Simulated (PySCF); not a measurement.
# CH3NSeSi: core binding energies at several levels of theory

How much do the core binding energies of CH3NSeSi (`N#C[SiH2][SeH]`) depend on the level of theory, and what does each level cost?

Programs: PySCF 2.14.0, with density-fitted response routines of our own. Each step states its level of theory. These are calculated values for one molecule in the gas phase, unless marked as measured. Atoms count from 0, in the outputs and in this text.

## (1) The molecule as given

7 atoms, charge 0, multiplicity 1; geometry from: GFN2-xTB. The atoms were then displaced at random by about 0.01 Å, so the start is not that level's minimum.

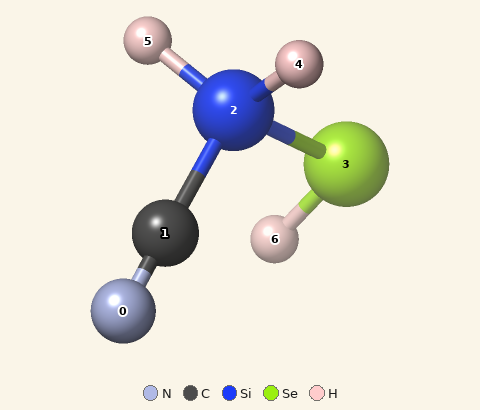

The starting geometry (nitrogen light blue, carbon dark grey, silicon blue, selenium green, hydrogen pink), atoms numbered.

## (2) Geometry optimisation at PBE0-D3(BJ)/def2-SVP

Job settings and geometry (Å):

```
{"job": {"xc": "PBE0", "basis": "def2-SVP", "d3": "d3bj", "grid": 1, "shake": 0.01, "kind": "geom"}, "charge": 0, "multiplicity": 1}
N      2.054730    -1.562260     0.193140
C      1.285730    -0.673150     0.118760
Si     0.037350     0.726210    -0.005620
Se    -1.879480    -0.142370    -0.755020
H      0.511590     1.651350    -1.030490
H     -0.091050     1.285750     1.344850
H     -1.884920    -1.314630     0.084450
```

Started as:

```
OMP_NUM_THREADS=1 python probes_run.py task.json out
```

The driver reads the jobs from task.json and runs them one after another.

The log of the run:

```text
step   0  E = -2784.74398448  max force = 0.030985
step   1  E = -2784.74617470  max force = 0.007201
step   2  E = -2784.74670837  max force = 0.002782
step   3  E = -2784.74722697  max force = 0.003289
step   4  E = -2784.74735849  max force = 0.002460
step   5  E = -2784.74745913  max force = 0.000458
step   6  E = -2784.74748360  max force = 0.000727
step   7  E = -2784.74749726  max force = 0.000616
step   8  E = -2784.74750524  max force = 0.000426
optimisation converged
```

Run time: 49 s. Hardware: 1 thread of Arm Neoverse N1, shared host; peak memory 0.39 GiB.

Relaxation path:

```tsv
step	energy from step 0 (eV)	largest force component (eV/Å)
0	0.0000	1.5933
1	-0.0596	0.3703
2	-0.0741	0.1431
3	-0.0882	0.1691
4	-0.0918	0.1265
5	-0.0946	0.0236
6	-0.0952	0.0374
7	-0.0956	0.0317
8	-0.0958	0.0219
```

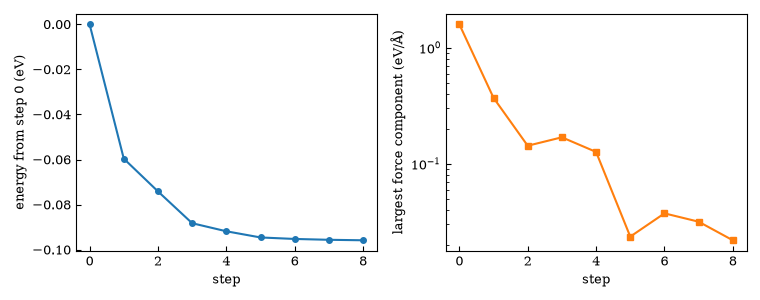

Energy and force, step by step.

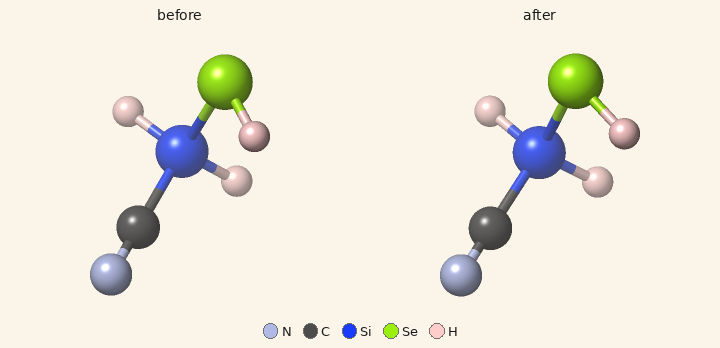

Before and after, at one scale.

Distances of close pairs at the start and the end, largest changes first:

```tsv
bond	before (Å)	after (Å)	change (Å)
Si2–Se3	2.234	2.267	+0.033
Se3–H6	1.442	1.472	+0.030
Si2–H4	1.460	1.485	+0.026
C1–Si2	1.879	1.859	-0.021
Si2–H5	1.467	1.487	+0.019
N0–C1	1.178	1.160	-0.018
```

The final coordinates are the input of the step that follows.

```tsv
at the end point	value
point group (found at 0.08 Å tolerance)	C1
rotational constants (GHz, main isotopes)	9.396, 1.535, 1.354
dipole moment (D)	3.00
```

## (3) Core holes by ΔSCF: SCAN, X2C

Job settings and geometry (Å):

```
{"job": {"kind": "xps"}, "charge": 0, "multiplicity": 1}
N      2.216525    -1.437410     0.144524
C      1.390721    -0.625493     0.079082
Si     0.027850     0.634341    -0.020478
Se    -1.845181    -0.284295    -0.906482
H      0.462698     1.697980    -0.961709
H     -0.170778     1.150765     1.359454
H     -2.047945    -1.164939     0.255658
```

Level: delta-SCF UKS SCAN, pcX-2 on the ionised atom, pcseg-1 elsewhere, spin-free X2C.

The log of the run:

```text
ground state, core basis on atom 0 (N), 119 functions
  cycle   1  E = -2808.11085123  |g| = 3.90e-01
  cycle   2  E = -2807.92913494  |g| = 9.38e-01
  cycle   3  E = -2808.14254502  |g| = 2.24e-01
  cycle   4  E = -2808.15439348  |g| = 3.21e-02
  cycle   5  E = -2808.15467557  |g| = 1.33e-02
  cycle   6  E = -2808.15473898  |g| = 2.91e-03
  cycle   7  E = -2808.15474347  |g| = 9.55e-04
  cycle   8  E = -2808.15474267  |g| = 1.54e-04
  E(ground) = -2808.19586968 Eh
hole in N 1s of atom 0
  cycle   1  E = -2792.54832151  |g| = 1.84e+00
  cycle   2  E = -2788.27192456  |g| = 2.78e+00
  cycle   3  E = -2792.50213612  |g| = 1.00e+00
  cycle   4  E = -2793.04299744  |g| = 7.19e-01
  cycle   5  E = -2793.19071857  |g| = 4.03e-01
  cycle   6  E = -2793.25520312  |g| = 6.27e-02
  cycle   7  E = -2793.25809258  |g| = 2.10e-02
  cycle   8  E = -2793.25849440  |g| = 1.35e-02
  cycle   9  E = -2793.25867871  |g| = 6.88e-03
  cycle  10  E = -2793.25876622  |g| = 4.02e-03
  cycle  11  E = -2793.25879082  |g| = 1.44e-03
  cycle  12  E = -2793.25879292  |g| = 6.00e-04
  cycle  13  E = -2793.25879279  |g| = 1.60e-04
  E(ion) = -2793.29951190 Eh   <S^2> = 0.8258   hole on atom = 1.000   binding energy = 405.351 eV
ground state, core basis on atom 1 (C), 119 functions
  cycle   1  E = -2808.14457842  |g| = 5.85e-02
  cycle   2  E = -2808.14403884  |g| = 5.24e-02
  cycle   3  E = -2808.14361186  |g| = 6.75e-02
  cycle   4  E = -2808.14465809  |g| = 5.02e-03
  cycle   5  E = -2808.14466823  |g| = 5.80e-04
  cycle   6  E = -2808.14466817  |g| = 1.63e-04
  E(ground) = -2808.18920992 Eh
hole in C 1s of atom 1
  cycle   1  E = -2796.86564097  |g| = 1.50e+00
  cycle   2  E = -2791.88477511  |g| = 2.68e+00
  cycle   3  E = -2792.85167135  |g| = 1.84e+00
  cycle   4  E = -2797.10957173  |g| = 8.52e-01
  cycle   5  E = -2795.81348618  |g| = 1.19e+00
  cycle   6  E = -2797.38832812  |g| = 2.66e-01
  cycle   7  E = -2797.41603984  |g| = 6.45e-02
  cycle   8  E = -2797.41839987  |g| = 2.16e-02
  cycle   9  E = -2797.41879491  |g| = 8.00e-03
  cycle  10  E = -2797.41891162  |g| = 4.65e-03
  cycle  11  E = -2797.41898395  |g| = 2.57e-03
  cycle  12  E = -2797.41900886  |g| = 1.10e-03
  cycle  13  E = -2797.41901192  |g| = 4.00e-04
  E(ion) = -2797.46139353 Eh   <S^2> = 0.8248   hole on atom = 1.000   binding energy = 291.919 eV
ground state, core basis on atom 2 (Si), 130 functions
  cycle   1  E = -2808.23530583  |g| = 2.89e-01
  cycle   2  E = -2808.23344596  |g| = 1.01e-01
  cycle   3  E = -2808.22033950  |g| = 2.54e-01
  cycle   4  E = -2808.23561891  |g| = 1.83e-02
  cycle   5  E = -2808.23567152  |g| = 3.90e-03
  cycle   6  E = -2808.23567623  |g| = 4.90e-04
  E(ground) = -2808.23655307 Eh
hole in Si 1s of atom 2
  cycle   1  E = -2739.24376840  |g| = 4.35e+00
  cycle   2  E = -2738.43216695  |g| = 2.51e+00
  cycle   3  E = -2738.40918020  |g| = 1.74e+00
  cycle   4  E = -2739.95700285  |g| = 8.40e-01
  cycle   5  E = -2740.18030111  |g| = 4.60e-01
  cycle   6  E = -2740.29927026  |g| = 9.56e-02
  cycle   7  E = -2740.30525904  |g| = 3.55e-02
  cycle   8  E = -2740.30609880  |g| = 8.69e-03
  cycle   9  E = -2740.30614255  |g| = 2.41e-03
  cycle  10  E = -2740.30614623  |g| = 7.84e-04
  cycle  11  E = -2740.30614754  |g| = 3.18e-04
  E(ion) = -2740.31521534 Eh   <S^2> = 0.7527   hole on atom = 1.000   binding energy = 1848.234 eV
hole in Si 2p of atom 2
  cycle   1  E = -2803.90632274  |g| = 1.24e+00
  cycle   2  E = -2803.12103233  |g| = 1.55e+00
  cycle   3  E = -2803.78095158  |g| = 9.22e-01
  cycle   4  E = -2804.18314479  |g| = 3.26e-01
  cycle   5  E = -2804.21851733  |g| = 1.57e-01
  cycle   6  E = -2804.23450614  |g| = 3.16e-02
  cycle   7  E = -2804.23510653  |g| = 9.59e-03
  cycle   8  E = -2804.23516304  |g| = 2.13e-03
  cycle   9  E = -2804.23516666  |g| = 4.88e-04
  E(ion) = -2804.24705926 Eh   <S^2> = 0.7523   hole on atom = 1.003   binding energy = 108.560 eV
  2p3/2 = 108.379 eV   2p1/2 = 109.004 eV
```

Wall time 23 s (1 thread of Arm Neoverse N1, shared host); peak memory 0.39 GiB.

Binding energies by hole, beside the orbital energy of the ground state; the difference holds orbital relaxation and, for a density functional, its self-interaction error:

```tsv
hole	stands for	environment	ΔSCF (eV; 2p as the shell's mean)	−ε (eV)	⟨S²⟩
N1s on N0	N0	nitrile nitrogen	405.35	386.5	0.826
C1s on C1	C1	nitrile carbon	291.92	274.5	0.825
Si1s on Si2	Si2	silicon bonded to C, Se, 2 H	1848.23	1795.2	0.753
Si2p on Si2	Si2	silicon bonded to C, Se, 2 H	108.59	97.9	0.752
```

With the spin-orbit splitting: Si2 2p3/2 108.38, 2p1/2 109.00 eV. The table gives each 2p level as the mean over the whole 2p shell (two parts 2p3/2, one part 2p1/2), which differs a little from the single hole in the log.

## (4) Core holes by ΔSCF: B3LYP, X2C

Same as in step 3 but for these lines:

```diff
@@ -1,2 +1,2 @@
-{"job": {"kind": "xps"}, "charge": 0, "multiplicity": 1}
+{"job": {"kind": "xps", "xc": "B3LYP"}, "charge": 0, "multiplicity": 1}
 N      2.216525    -1.437410     0.144524
```

With the program's defaults for keys left out, this is: delta-SCF UKS B3LYP, pcX-2 on the ionised atom, pcseg-1 elsewhere, spin-free X2C.

The log of the run:

```text
ground state, core basis on atom 0 (N), 119 functions
  cycle   1  E = -2808.09846082  |g| = 4.24e-01
  cycle   2  E = -2807.91145766  |g| = 9.84e-01
  cycle   3  E = -2808.14502667  |g| = 1.30e-01
  cycle   4  E = -2808.14924626  |g| = 2.98e-02
  cycle   5  E = -2808.14949316  |g| = 6.75e-03
  cycle   6  E = -2808.14951259  |g| = 1.10e-03
  cycle   7  E = -2808.14951327  |g| = 2.14e-04
  E(ground) = -2808.15215822 Eh
hole in N 1s of atom 0
  cycle   1  E = -2792.55198650  |g| = 1.85e+00
  cycle   2  E = -2788.83426425  |g| = 2.78e+00
  cycle   3  E = -2792.73433766  |g| = 8.31e-01
  cycle   4  E = -2793.07823097  |g| = 6.31e-01
  cycle   5  E = -2793.22224806  |g| = 2.68e-01
  cycle   6  E = -2793.24950087  |g| = 3.55e-02
  cycle   7  E = -2793.25034102  |g| = 1.13e-02
  cycle   8  E = -2793.25043942  |g| = 6.21e-03
  cycle   9  E = -2793.25047300  |g| = 2.21e-03
  cycle  10  E = -2793.25048314  |g| = 1.19e-03
  cycle  11  E = -2793.25048777  |g| = 6.14e-04
  cycle  12  E = -2793.25048763  |g| = 1.59e-04
  E(ion) = -2793.25315894 Eh   <S^2> = 0.7805   hole on atom = 1.000   binding energy = 405.422 eV
ground state, core basis on atom 1 (C), 119 functions
  cycle   1  E = -2808.14143238  |g| = 5.48e-02
  cycle   2  E = -2808.13961283  |g| = 9.85e-02
  cycle   3  E = -2808.14159996  |g| = 2.39e-02
  cycle   4  E = -2808.14172474  |g| = 2.53e-03
  cycle   5  E = -2808.14172874  |g| = 1.47e-04
  E(ground) = -2808.14438693 Eh
hole in C 1s of atom 1
  cycle   1  E = -2796.86665227  |g| = 1.51e+00
  cycle   2  E = -2793.33340740  |g| = 2.59e+00
  cycle   3  E = -2796.91635010  |g| = 8.58e-01
  cycle   4  E = -2797.17953540  |g| = 7.61e-01
  cycle   5  E = -2797.38622656  |g| = 2.07e-01
  cycle   6  E = -2797.40626268  |g| = 6.20e-02
  cycle   7  E = -2797.40869370  |g| = 1.25e-02
  cycle   8  E = -2797.40887850  |g| = 5.67e-03
  cycle   9  E = -2797.40893150  |g| = 3.22e-03
  cycle  10  E = -2797.40897168  |g| = 1.87e-03
  cycle  11  E = -2797.40897944  |g| = 1.01e-03
  cycle  12  E = -2797.40898073  |g| = 2.30e-04
  E(ion) = -2797.41165618 Eh   <S^2> = 0.7827   hole on atom = 1.000   binding energy = 292.052 eV
ground state, core basis on atom 2 (Si), 130 functions
  cycle   1  E = -2808.20406632  |g| = 1.65e-01
  cycle   2  E = -2808.20413668  |g| = 3.92e-02
  cycle   3  E = -2808.20419365  |g| = 2.45e-02
  cycle   4  E = -2808.20430430  |g| = 7.82e-03
  cycle   5  E = -2808.20431433  |g| = 3.31e-03
  cycle   6  E = -2808.20431718  |g| = 2.05e-04
  E(ground) = -2808.20700536 Eh
hole in Si 1s of atom 2
  cycle   1  E = -2739.25074963  |g| = 4.39e+00
  cycle   2  E = -2738.97918358  |g| = 2.29e+00
  cycle   3  E = -2739.20422307  |g| = 1.40e+00
  cycle   4  E = -2740.08287285  |g| = 7.34e-01
  cycle   5  E = -2740.28267161  |g| = 3.01e-01
  cycle   6  E = -2740.33219678  |g| = 4.50e-02
  cycle   7  E = -2740.33348418  |g| = 1.47e-02
  cycle   8  E = -2740.33362068  |g| = 2.94e-03
  cycle   9  E = -2740.33362646  |g| = 3.99e-04
  E(ion) = -2740.33628840 Eh   <S^2> = 0.7519   hole on atom = 1.000   binding energy = 1846.856 eV
hole in Si 2p of atom 2
  cycle   1  E = -2803.88321201  |g| = 1.23e+00
  cycle   2  E = -2803.47661963  |g| = 1.32e+00
  cycle   3  E = -2803.97397633  |g| = 6.93e-01
  cycle   4  E = -2804.19015361  |g| = 2.41e-01
  cycle   5  E = -2804.21178541  |g| = 9.02e-02
  cycle   6  E = -2804.21685713  |g| = 1.32e-02
  cycle   7  E = -2804.21696206  |g| = 3.29e-03
  cycle   8  E = -2804.21696839  |g| = 6.20e-04
  cycle   9  E = -2804.21697115  |g| = 1.93e-04
  E(ion) = -2804.21962767 Eh   <S^2> = 0.7523   hole on atom = 1.002   binding energy = 108.502 eV
  2p3/2 = 108.332 eV   2p1/2 = 108.954 eV
```

Wall time 35 s (1 thread of Arm Neoverse N1, shared host); peak memory 0.5 GiB.

The holes in one table. −ε is the ground-state orbital energy:

```tsv
hole	stands for	environment	ΔSCF (eV; 2p as the shell's mean)	−ε (eV)	⟨S²⟩
N1s on N0	N0	nitrile nitrogen	405.42	390.3	0.781
C1s on C1	C1	nitrile carbon	292.05	277.9	0.783
Si1s on Si2	Si2	silicon bonded to C, Se, 2 H	1846.86	1804.7	0.752
Si2p on Si2	Si2	silicon bonded to C, Se, 2 H	108.54	100.5	0.752
```

With the spin-orbit splitting: Si2 2p3/2 108.33, 2p1/2 108.95 eV. The table gives each 2p level as the mean over the whole 2p shell (two parts 2p3/2, one part 2p1/2), which differs a little from the single hole in the log.

## (5) Core-electron binding energies: PBE0, X2C

Same as in step 4 but for these lines:

```diff
@@ -1,2 +1,2 @@
-{"job": {"kind": "xps", "xc": "B3LYP"}, "charge": 0, "multiplicity": 1}
+{"job": {"kind": "xps", "xc": "PBE0"}, "charge": 0, "multiplicity": 1}
 N      2.216525    -1.437410     0.144524
```

With the program's defaults for keys left out, this is: delta-SCF UKS PBE0, pcX-2 on the ionised atom, pcseg-1 elsewhere, spin-free X2C.

The log of the run:

```text
ground state, core basis on atom 0 (N), 119 functions
  cycle   1  E = -2807.51661888  |g| = 3.97e-01
  cycle   2  E = -2807.37862588  |g| = 8.69e-01
  cycle   3  E = -2807.55947343  |g| = 1.04e-01
  cycle   4  E = -2807.56226105  |g| = 2.81e-02
  cycle   5  E = -2807.56247532  |g| = 4.96e-03
  cycle   6  E = -2807.56248375  |g| = 9.77e-04
  cycle   7  E = -2807.56248222  |g| = 1.67e-04
  E(ground) = -2807.56438095 Eh
hole in N 1s of atom 0
  cycle   1  E = -2791.98102590  |g| = 1.85e+00
  cycle   2  E = -2788.73711655  |g| = 2.66e+00
  cycle   3  E = -2792.24207831  |g| = 7.62e-01
  cycle   4  E = -2792.55444219  |g| = 5.34e-01
  cycle   5  E = -2792.65860586  |g| = 2.41e-01
  cycle   6  E = -2792.68090671  |g| = 2.89e-02
  cycle   7  E = -2792.68150869  |g| = 9.98e-03
  cycle   8  E = -2792.68161583  |g| = 5.52e-03
  cycle   9  E = -2792.68165232  |g| = 2.64e-03
  cycle  10  E = -2792.68167282  |g| = 1.38e-03
  cycle  11  E = -2792.68167774  |g| = 5.85e-04
  cycle  12  E = -2792.68167668  |g| = 1.62e-04
  E(ion) = -2792.68360287 Eh   <S^2> = 0.7912   hole on atom = 1.000   binding energy = 404.927 eV
ground state, core basis on atom 1 (C), 119 functions
  cycle   1  E = -2807.55435119  |g| = 7.00e-02
  cycle   2  E = -2807.55251573  |g| = 1.00e-01
  cycle   3  E = -2807.55441196  |g| = 3.68e-02
  cycle   4  E = -2807.55470890  |g| = 8.31e-04
  cycle   5  E = -2807.55470868  |g| = 1.53e-04
  E(ground) = -2807.55664494 Eh
hole in C 1s of atom 1
  cycle   1  E = -2796.29825357  |g| = 1.51e+00
  cycle   2  E = -2793.57445936  |g| = 2.33e+00
  cycle   3  E = -2796.48748885  |g| = 7.08e-01
  cycle   4  E = -2796.69012747  |g| = 6.18e-01
  cycle   5  E = -2796.82434184  |g| = 1.93e-01
  cycle   6  E = -2796.83980372  |g| = 4.81e-02
  cycle   7  E = -2796.84126787  |g| = 1.17e-02
  cycle   8  E = -2796.84146843  |g| = 5.82e-03
  cycle   9  E = -2796.84156540  |g| = 3.79e-03
  cycle  10  E = -2796.84163590  |g| = 1.71e-03
  cycle  11  E = -2796.84164423  |g| = 7.26e-04
  cycle  12  E = -2796.84164510  |g| = 1.63e-04
  E(ion) = -2796.84357653 Eh   <S^2> = 0.8008   hole on atom = 1.000   binding energy = 291.517 eV
ground state, core basis on atom 2 (Si), 130 functions
  cycle   1  E = -2807.61628262  |g| = 2.09e-01
  cycle   2  E = -2807.61633626  |g| = 3.11e-02
  cycle   3  E = -2807.61629820  |g| = 2.97e-02
  cycle   4  E = -2807.61643214  |g| = 1.49e-02
  cycle   5  E = -2807.61647845  |g| = 1.60e-03
  cycle   6  E = -2807.61647777  |g| = 1.51e-04
  E(ground) = -2807.61840039 Eh
hole in Si 1s of atom 2
  cycle   1  E = -2738.69278495  |g| = 4.38e+00
  cycle   2  E = -2738.67218560  |g| = 2.11e+00
  cycle   3  E = -2738.91164296  |g| = 1.24e+00
  cycle   4  E = -2739.59064579  |g| = 6.34e-01
  cycle   5  E = -2739.74537978  |g| = 2.30e-01
  cycle   6  E = -2739.77447573  |g| = 3.17e-02
  cycle   7  E = -2739.77511480  |g| = 9.48e-03
  cycle   8  E = -2739.77517433  |g| = 1.97e-03
  cycle   9  E = -2739.77517623  |g| = 3.26e-04
  E(ion) = -2739.77707151 Eh   <S^2> = 0.7520   hole on atom = 1.000   binding energy = 1846.057 eV
hole in Si 2p of atom 2
  cycle   1  E = -2803.30713744  |g| = 1.23e+00
  cycle   2  E = -2803.03340059  |g| = 1.20e+00
  cycle   3  E = -2803.44360147  |g| = 6.25e-01
  cycle   4  E = -2803.62070216  |g| = 2.04e-01
  cycle   5  E = -2803.63667558  |g| = 7.09e-02
  cycle   6  E = -2803.63980291  |g| = 9.50e-03
  cycle   7  E = -2803.63985534  |g| = 2.37e-03
  cycle   8  E = -2803.63985896  |g| = 5.92e-04
  cycle   9  E = -2803.63985984  |g| = 2.02e-04
  E(ion) = -2803.64174787 Eh   <S^2> = 0.7529   hole on atom = 1.002   binding energy = 108.210 eV
  2p3/2 = 108.041 eV   2p1/2 = 108.659 eV
```

It took 36 s on 1 thread of Arm Neoverse N1, shared host; peak memory 0.5 GiB.

Binding energies by hole, beside the orbital energy of the ground state; the difference holds orbital relaxation and, for a density functional, its self-interaction error:

```tsv
hole	stands for	environment	ΔSCF (eV; 2p as the shell's mean)	−ε (eV)	⟨S²⟩
N1s on N0	N0	nitrile nitrogen	404.93	392.1	0.791
C1s on C1	C1	nitrile carbon	291.52	279.3	0.801
Si1s on Si2	Si2	silicon bonded to C, Se, 2 H	1846.06	1808.5	0.752
Si2p on Si2	Si2	silicon bonded to C, Se, 2 H	108.25	101.3	0.753
```

With the spin-orbit splitting: Si2 2p3/2 108.04, 2p1/2 108.66 eV. The table gives each 2p level as the mean over the whole 2p shell (two parts 2p3/2, one part 2p1/2), which differs a little from the single hole in the log.

## (6) Core-electron binding energies: PBE, X2C

Same as in step 5 but for these lines:

```diff
@@ -1,2 +1,2 @@
-{"job": {"kind": "xps", "xc": "PBE0"}, "charge": 0, "multiplicity": 1}
+{"job": {"kind": "xps", "xc": "PBE"}, "charge": 0, "multiplicity": 1}
 N      2.216525    -1.437410     0.144524
```

With the program's defaults for keys left out, this is: delta-SCF UKS PBE, pcX-2 on the ionised atom, pcseg-1 elsewhere, spin-free X2C.

The log of the run:

```text
ground state, core basis on atom 0 (N), 119 functions
  cycle   1  E = -2807.42555508  |g| = 4.01e-01
  cycle   2  E = -2807.16462888  |g| = 1.09e+00
  cycle   3  E = -2807.45572952  |g| = 2.49e-01
  cycle   4  E = -2807.47030899  |g| = 3.64e-02
  cycle   5  E = -2807.47070068  |g| = 1.53e-02
  cycle   6  E = -2807.47079393  |g| = 2.97e-03
  cycle   7  E = -2807.47079747  |g| = 7.95e-04
  cycle   8  E = -2807.47079546  |g| = 2.04e-04
  E(ground) = -2807.47349759 Eh
hole in N 1s of atom 0
  cycle   1  E = -2791.90681167  |g| = 1.86e+00
  cycle   2  E = -2787.14776188  |g| = 2.95e+00
  cycle   3  E = -2791.72403251  |g| = 1.08e+00
  cycle   4  E = -2792.32427634  |g| = 8.28e-01
  cycle   5  E = -2792.52236044  |g| = 4.54e-01
  cycle   6  E = -2792.60526261  |g| = 7.11e-02
  cycle   7  E = -2792.60804296  |g| = 2.73e-02
  cycle   8  E = -2792.60845711  |g| = 1.55e-02
  cycle   9  E = -2792.60867533  |g| = 2.83e-03
  cycle  10  E = -2792.60868227  |g| = 8.02e-04
  cycle  11  E = -2792.60868103  |g| = 4.08e-04
  E(ion) = -2792.61141087 Eh   <S^2> = 0.7779   hole on atom = 1.000   binding energy = 404.418 eV
ground state, core basis on atom 1 (C), 119 functions
  cycle   1  E = -2807.46221464  |g| = 8.73e-02
  cycle   2  E = -2807.45526754  |g| = 1.84e-01
  cycle   3  E = -2807.46196414  |g| = 5.99e-02
  cycle   4  E = -2807.46276498  |g| = 5.57e-03
  cycle   5  E = -2807.46277554  |g| = 5.26e-04
  cycle   6  E = -2807.46277459  |g| = 2.75e-04
  E(ground) = -2807.46551013 Eh
hole in C 1s of atom 1
  cycle   1  E = -2796.22232563  |g| = 1.52e+00
  cycle   2  E = -2790.54477708  |g| = 2.83e+00
  cycle   3  E = -2791.82251203  |g| = 1.92e+00
  cycle   4  E = -2796.39587906  |g| = 9.44e-01
  cycle   5  E = -2795.01649915  |g| = 1.28e+00
  cycle   6  E = -2796.73504232  |g| = 2.92e-01
  cycle   7  E = -2796.76348139  |g| = 8.92e-02
  cycle   8  E = -2796.76920190  |g| = 2.49e-02
  cycle   9  E = -2796.76966204  |g| = 1.26e-02
  cycle  10  E = -2796.76977511  |g| = 3.59e-03
  cycle  11  E = -2796.76978126  |g| = 1.18e-03
  cycle  12  E = -2796.76978397  |g| = 7.50e-04
  cycle  13  E = -2796.76978466  |g| = 3.22e-04
  E(ion) = -2796.77251627 Eh   <S^2> = 0.7766   hole on atom = 1.000   binding energy = 290.971 eV
ground state, core basis on atom 2 (Si), 130 functions
  cycle   1  E = -2807.52523398  |g| = 2.68e-01
  cycle   2  E = -2807.52515247  |g| = 4.90e-02
  cycle   3  E = -2807.52481912  |g| = 5.44e-02
  cycle   4  E = -2807.52529024  |g| = 3.07e-02
  cycle   5  E = -2807.52548961  |g| = 7.52e-03
  cycle   6  E = -2807.52550649  |g| = 7.70e-04
  cycle   7  E = -2807.52550627  |g| = 1.72e-04
  E(ground) = -2807.52823579 Eh
hole in Si 1s of atom 2
  cycle   1  E = -2738.63938220  |g| = 4.42e+00
  cycle   2  E = -2737.22562609  |g| = 2.85e+00
  cycle   3  E = -2737.15986398  |g| = 2.01e+00
  cycle   4  E = -2739.21676897  |g| = 1.02e+00
  cycle   5  E = -2739.47081370  |g| = 6.64e-01
  cycle   6  E = -2739.71616534  |g| = 1.36e-01
  cycle   7  E = -2739.72816790  |g| = 6.17e-02
  cycle   8  E = -2739.73076086  |g| = 1.33e-02
  cycle   9  E = -2739.73086108  |g| = 4.07e-03
  cycle  10  E = -2739.73087127  |g| = 1.36e-03
  cycle  11  E = -2739.73087048  |g| = 4.73e-04
  E(ion) = -2739.73356759 Eh   <S^2> = 0.7515   hole on atom = 1.000   binding energy = 1844.787 eV
hole in Si 2p of atom 2
  cycle   1  E = -2803.22974813  |g| = 1.24e+00
  cycle   2  E = -2802.06330673  |g| = 1.81e+00
  cycle   3  E = -2802.99376887  |g| = 1.05e+00
  cycle   4  E = -2803.48478442  |g| = 4.11e-01
  cycle   5  E = -2803.53588616  |g| = 2.07e-01
  cycle   6  E = -2803.56385708  |g| = 4.79e-02
  cycle   7  E = -2803.56526831  |g| = 1.35e-02
  cycle   8  E = -2803.56538120  |g| = 2.83e-03
  cycle   9  E = -2803.56538673  |g| = 5.84e-04
  cycle  10  E = -2803.56538687  |g| = 1.51e-04
  E(ion) = -2803.56807271 Eh   <S^2> = 0.7518   hole on atom = 1.002   binding energy = 107.762 eV
  2p3/2 = 107.595 eV   2p1/2 = 108.222 eV
```

Wall time 17 s (1 thread of Arm Neoverse N1, shared host); peak memory 0.5 GiB.

The holes in one table. −ε is the ground-state orbital energy:

```tsv
hole	stands for	environment	ΔSCF (eV; 2p as the shell's mean)	−ε (eV)	⟨S²⟩
N1s on N0	N0	nitrile nitrogen	404.42	381.1	0.778
C1s on C1	C1	nitrile carbon	290.97	270.0	0.777
Si1s on Si2	Si2	silicon bonded to C, Se, 2 H	1844.79	1785.2	0.752
Si2p on Si2	Si2	silicon bonded to C, Se, 2 H	107.80	95.7	0.752
```

With the spin-orbit splitting: Si2 2p3/2 107.60, 2p1/2 108.22 eV. The table gives each 2p level as the mean over the whole 2p shell (two parts 2p3/2, one part 2p1/2), which differs a little from the single hole in the log.

(Part 1 of 2 ends here.)
